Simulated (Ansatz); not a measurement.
Band structure of Mn₂CoS₄ (I-4, 7 atoms in the cell).

```
Mn2CoS4
1.0
   -2.74769     2.74769     5.09931
    2.74769    -2.74769     5.09931
    2.74769     2.74769    -5.09931
Mn Co S
2 1 4
Direct
  0.50000   0.50000   0.00000
  0.25000   0.75000   0.50000
  0.00000   0.00000   0.00000
  0.39000   0.88000   0.01000
  0.87000   0.38000   0.99000
  0.12000   0.13000   0.51000
  0.62000   0.61000   0.49000
```
Moments meant for the start (each program seeds them in its own way; μB, in the order of the atoms Mn Mn Co S S S S): 4.0 4.0 3.0 0.0 0.0 0.0 0.0.

Method: PBE (plane waves, PAW; Ansatz, an electronic-structure program).

Settings: basis.ecutwfc = 30.9 Ry; kpoints.mp_grid.grid = 5 5 5; hamiltonian.xc = pbe; hamiltonian.pseudopotentials = {kind: paw} (the program's default PAW files); magnetization.spin_polarized = true; scf.occupations.method = gaussian; scf.occupations.width = 0.0147 Ry; kpoints.band_path.npoints = 6.

The starting cell was generated: these elements placed on a structure prototype, without a prior relaxation; it need not be a known phase or ordering of this composition. Its lattice was rescaled by a random factor within 2.5 % of one. The magnetic order is the one reached from the typed start; others were not searched systematically. The program warned that a starting moment was not kept.

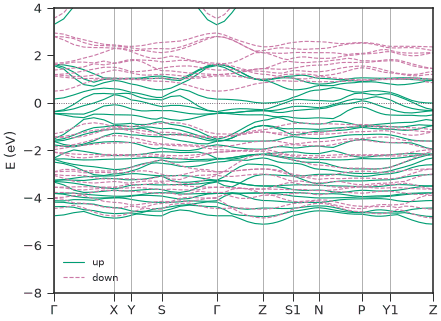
*Bands along the path, energies from the Fermi level.*

Levels in eV from the Fermi level, bands 35 to 42 of the first spin channel:
| point | 35 | 36 | 37 | 38 | 39 | 40 | 41 | 42 |
|---|---|---|---|---|---|---|---|---|
| Γ | -1.53 | -0.44 | -0.44 | -0.37 | -0.37 | 0.16 | 1.57 | 1.63 |
| X | -0.90 | -0.50 | -0.08 | 0.34 | 0.38 | 0.59 | 0.94 | 1.02 |
| Y | -0.86 | -0.51 | -0.26 | 0.13 | 0.38 | 0.44 | 0.80 | 1.02 |
| S | -0.79 | -0.62 | -0.33 | -0.15 | 0.13 | 0.23 | 0.55 | 1.05 |
| Z | -0.74 | -0.50 | -0.33 | -0.33 | -0.28 | -0.01 | 0.95 | 0.95 |
| S1 | -0.79 | -0.62 | -0.33 | -0.15 | 0.13 | 0.23 | 0.55 | 1.05 |
| N | -0.89 | -0.63 | -0.25 | -0.20 | 0.10 | 0.54 | 0.74 | 0.79 |
| P | -0.97 | -0.17 | 0.09 | 0.15 | 0.42 | 0.46 | 0.89 | 0.90 |
| Y1 | -0.86 | -0.51 | -0.26 | 0.13 | 0.38 | 0.44 | 0.80 | 1.02 |

Bands cross the Fermi level along this path, so the cell is metallic at this level.

The net moment of the cell came out as 5.00 μB.

Keys are those of Ansatz 0.2.
